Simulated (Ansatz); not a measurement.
SiH$_{4}$···Br (doublet)

```xyz
6

H    -0.0689    1.2080   -1.2814
Br    0.7042   -2.6854   -0.2930
Si   -0.1565    0.5971    0.0650
H     0.8153    1.1929    1.0107
H     0.2441   -0.9340   -0.0997
H    -1.5381    0.6215    0.5983
```

The product side of a reaction path; geometry: PBE0-D4/def2-TZVP.

Level of theory: UKS PBE0-D4/def2-TZVPP (Ansatz).

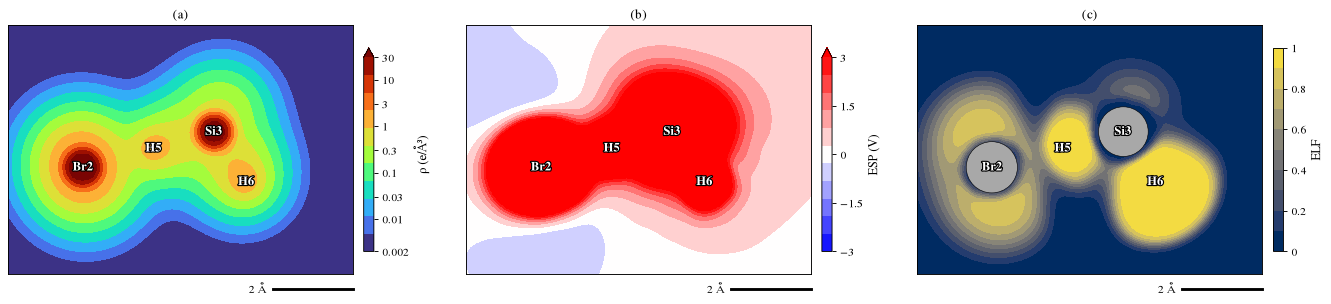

Figure 1. (a) electron density; (b) molecular electrostatic potential; (c) ELF on the plane of atoms H5, Si3 and H6. Grey discs cover the atomic cores in the ELF map.

What does the map show?

Answer.
- The plane passes through Br, Si and H nuclei.
- Br2···H5 (1.82 Å): the density falls to about 0.52 e/Å³ on the way; the ELF climbs to about 1 towards the hydrogen, as it does in any bond to H.
- Si–H (1.48 Å): the density is about 0.83 e/Å³ at the midpoint; the ELF climbs to about 1 towards the hydrogen.
- Br–H (1.82 Å): the density is about 0.79 e/Å³ at the midpoint; the ELF climbs to about 1 towards the hydrogen.
- Outside the dense part of the complex the potential is most negative (−0.7 V) near Br2.

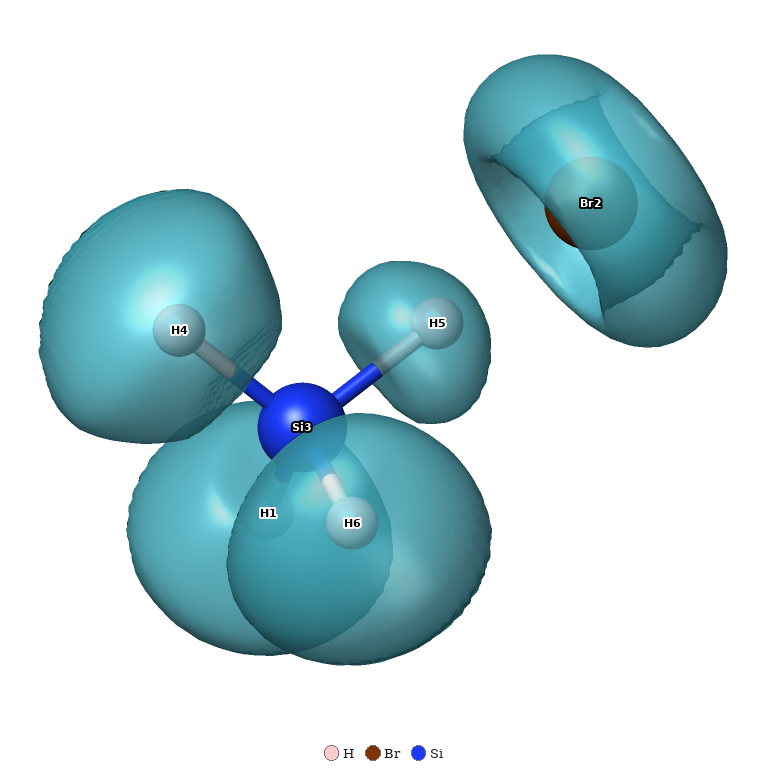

Figure 2. Isosurface of the electron localisation function at 0.8 (cyan), seen at an oblique angle. Core shells and regions of very low density are left out.

Identify the bonds, lone pairs and shells in this picture.

Answer. The ELF exceeds this value in four regions around hydrogen nuclei and one region wrapped around Br (its valence shell).

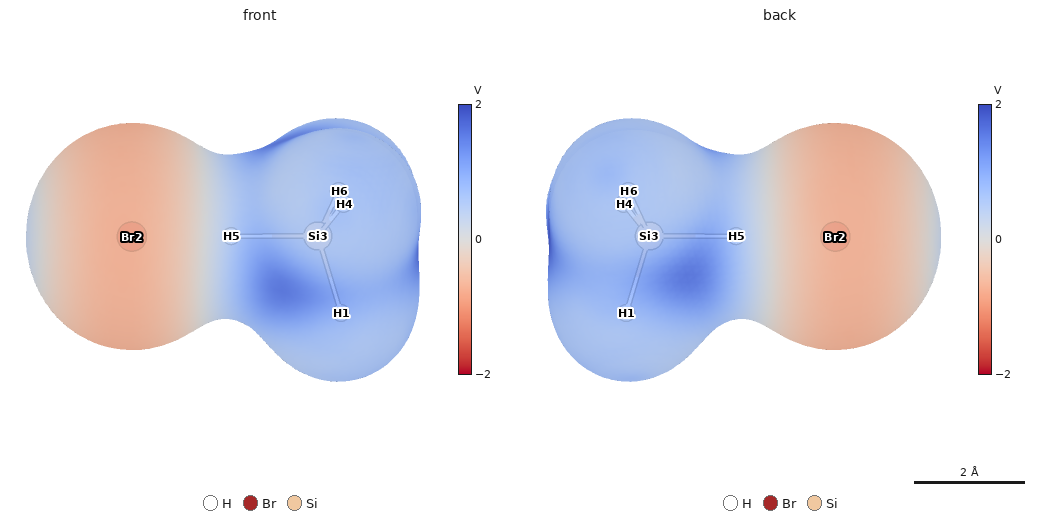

Figure 3. The molecular electrostatic potential painted on the density surface at 0.002 e/bohr³, seen from the front and from behind; red is negative and blue positive.

Where is the surface potential most negative and most positive?

Answer. The most negative region (about −0.7 V) lies over Br2, the most positive (about +1.8 V) over Si3.
